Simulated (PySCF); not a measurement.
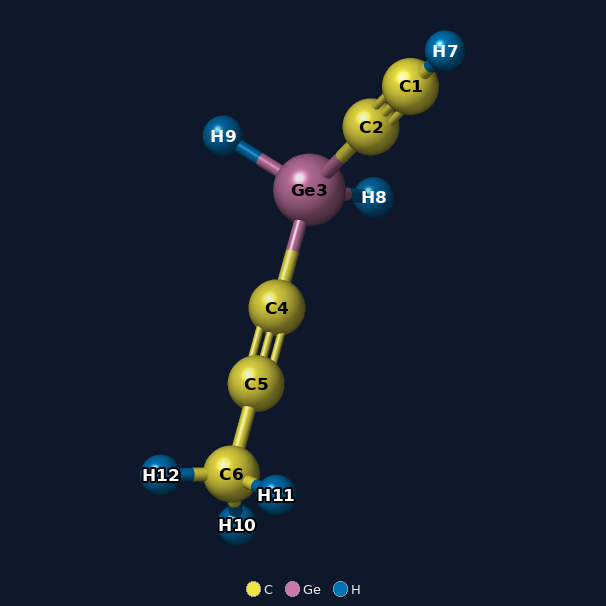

Numbered structure. The geometry was computed by an optimisation with PBE0-D3(BJ)/def2-SVP. No frequency run is at hand to confirm it as a minimum.

List the bonds and their lengths.

```
  bond  length (Å)
 C1–C2       1.216
 C1–H7       1.076
C2–Ge3       1.902
Ge3–C4       1.890
Ge3–H8       1.535
Ge3–H9       1.535
 C4–C5       1.218
 C5–C6       1.451
C6–H10       1.101
C6–H11       1.101
C6–H12       1.101
```
